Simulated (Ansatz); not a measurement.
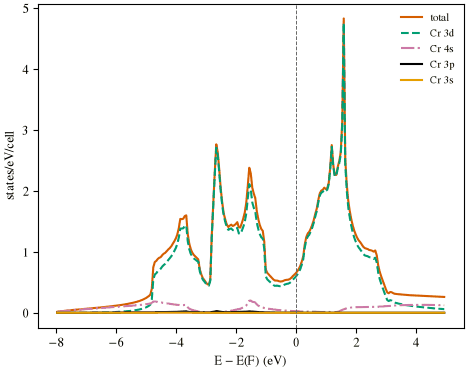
*Total and projected density of states of Cr (bcc (W type), Im-3m), LDA in the plane-wave PAW code Ansatz*

Question: Which orbitals carry the states next to the Fermi level?

Answer: Within 0.5 eV of the Fermi level: Cr 3d 93 %. Projections are on Löwdin-orthogonalised atomic valence shells; empty p or d shells of many metals are not among them.

Question: Where is the tallest occupied peak in this window, and what makes it?

Answer: Near -2.6 eV, about 2.8 states/eV per cell; the largest projected share is Cr 3d.

The cell was relaxed with LDA under the symmetry of its start. The workflow began spin-polarised and lost its moments. Textbook magnetic order: a spin-density-wave antiferromagnet.

Potentials: the later of the program's two PAW sets.
